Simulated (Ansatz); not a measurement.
Input file:

```
crystal:
  lattice:
    - [-1.9159625922, 1.9159625922, 4.5548646821]
    - [1.9159625922, -1.9159625922, 4.5548646821]
    - [1.9159625922, 1.9159625922, -4.5548646821]
  atoms:
    - { symbol: Pr, position: [0.0209950542, 0.0209950542, 0.0] }
    - { symbol: Be, position: [0.3943351425, 0.3943351425, 0.0] }
    - { symbol: Be, position: [0.2767338609, 0.7767338609, 0.5] }
    - { symbol: Be, position: [0.7767338609, 0.2767338609, 0.5] }
    - { symbol: Si, position: [0.6462020918, 0.6462020918, 0.0] }
basis:
  ecutwfc: 660
kpoints:
  mp_grid: { grid: [12, 12, 12] }
hamiltonian:
  xc: pbe
  pseudopotentials:
    kind: paw
    azcp: { Pr: "pseudopotentials/pbe/nc/lanthanide_3plus/Pr.nc.azcp" }
scf:
  occupations: { method: gaussian, width: 0.1 }
output:
  forces: true
  stress: true
  eigenvalues: true
  write_density: true
  write_potential: true
  elf: true
  volumetric_format: npy
relax:
  adjacent_minimum: "off"
  f_tol: 0.01
  max_steps: 30
  cell: { stress_tol: 0.1, fix: [volume] }
```

Launched as:

```sh
ansatz run input.yaml --threads 1 --pin off --max-ram 2816MiB --backend cpu --events-out ev --progress --plain --runs-dir out
```

Below, planes, directions and counts refer to the conventional cell (a = 3.84 Å, b = 3.84 Å, c = 9.09 Å, α = 90.00°, β = 90.00°, γ = 90.00°).

The fields are those of the run's last geometry, not of the input's.

Space group I4mm; a generated structure, not necessarily the stable one; changed on purpose from its base cell (volume × 0.91, shape and atoms relaxed); computed pressure about 11 GPa in this cell; computed without spin polarisation; no Hubbard U on the f states and no spin–orbit coupling.

Computed with DFT PBE, scalar-relativistic, plane waves, PAW; 4f electrons in the core of a trivalent norm-conserving potential in Ansatz.

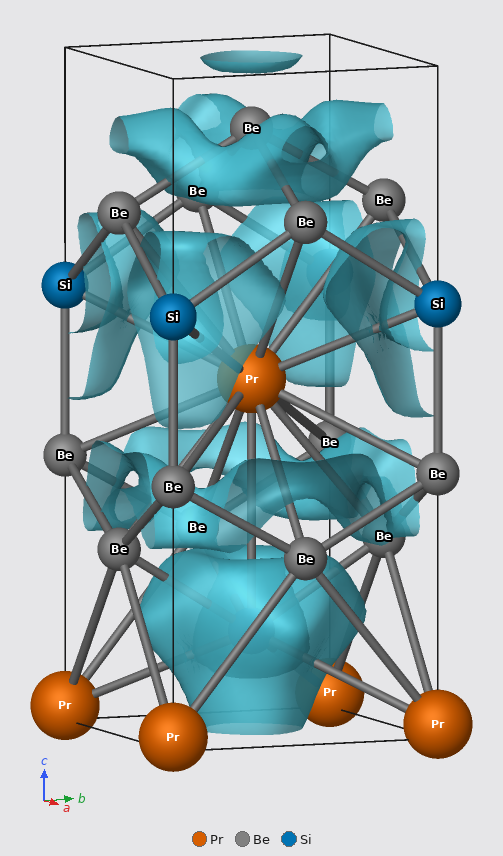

PrBe3Si. Isosurface of the electron localisation function at 0.65 (cyan), seen slightly off an axis. Core shells and regions of very low density are left out. Sticks mark near contacts.

Where are the electrons localised?

Answer. At this value the surface marks out two regions wrapped around Si (the valence shell of each) and sheets that run through the cell in two directions, counted in one cell of 10 atoms. Regions shared between cells count once. Profiles from the grid: Be–Be (2.19 Å): the ELF peaks at about 0.75 between the atoms. Be–Si (2.26 Å): the ELF peaks at about 0.80 between the atoms.
